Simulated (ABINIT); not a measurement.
# Convergence study of the k-point mesh for a (001) slab of Al (cut from a parent of space group no. 225; 4 atoms in the cell)

```yaml
crystal:
  lattice:
    - [2.87237, 0.00000, 0.00000]
    - [-2.87237, 2.87237, 0.00000]
    - [0.00000, 0.00000, 20.09331]
  atoms:
    - { symbol: Al, position: [0.00000, 0.00000, 0.44946] }
    - { symbol: Al, position: [0.00000, 0.50000, 0.34837] }
    - { symbol: Al, position: [0.00000, 0.00000, 0.65163] }
    - { symbol: Al, position: [0.00000, 0.50000, 0.55054] }
```

Level of theory: PBEsol, norm-conserving pseudopotentials (PseudoDojo nc-sr-04 PBEsol standard) (plane waves; ABINIT).

Base settings: pseudos = [Al.upf]; ecut = 544 eV; occopt = 7; tsmear = 0.00367493 Ha; ngkpt = 7 7 1; nshiftk = 1; shiftk = 0 0 0; potentials = PseudoDojo nc-sr-04 PBEsol standard; nband = 11; kptopt = 1.

Only quantities that move along the ladder and can be compared are tabulated.

The count of work is k-points × plane waves × bands × iterations; it is no time. 

The starting cell has typed, rounded lattice constants, without a prior relaxation at this level. The slab is cut from that crystal, and its faces are unrelaxed. Its lattice was rescaled by up to half a per cent.

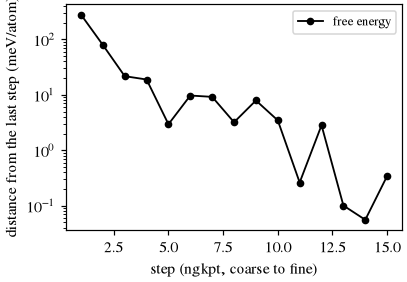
Distance from the last step along the ladder; very small values are drawn at a floor.

| ngkpt | free energy less the last step's (meV/atom) | largest difference of a force vector from the last step's (eV/Å) | count of work / last |
|---|---|---|---|
| 3 3 1 | 280.34 | 0.656 | 0.014 |
| 4 4 1 | 79.61 | 0.722 | 0.018 |
| 5 5 1 | -21.75 | 0.367 | 0.016 |
| 6 6 1 | -18.92 | 0.298 | 0.039 |
| 7 7 1 | -2.95 | 0.180 | 0.036 |
| 9 9 1 | 9.73 | 0.120 | 0.069 |
| 10 10 1 | 9.20 | 0.153 | 0.096 |
| 12 12 1 | -3.21 | 0.114 | 0.14 |
| 14 14 1 | 7.92 | 0.089 | 0.16 |
| 16 16 1 | -3.47 | 0.064 | 0.19 |
| 19 19 1 | -0.26 | 0.085 | 0.20 |
| 22 22 1 | 2.83 | 0.025 | 0.33 |
| 26 26 1 | -0.10 | 0.029 | 0.47 |
| 30 30 1 | -0.06 | 0.030 | 0.50 |
| 35 35 1 | -0.34 | 0.020 | 0.65 |
| 41 41 1 | 0.00 | 0.000 | 1.0 |

Coarsest ngkpt that holds the free energy within 1 meV/atom of the last step, with all finer ones: 26 26 1; the step before is off by 2.8 meV/atom.

Coarsest ngkpt that holds the forces within 0.01 eV/Å: not settled: the last two steps still differ by 0.020 eV/Å, over half the tolerance, so the ladder does not show it.

Two neighbours can agree and both be off: 9 9 1 and 10 10 1 differ by 0.53 meV/atom in the free energy, yet lie about 9.2 meV/atom from the last step.
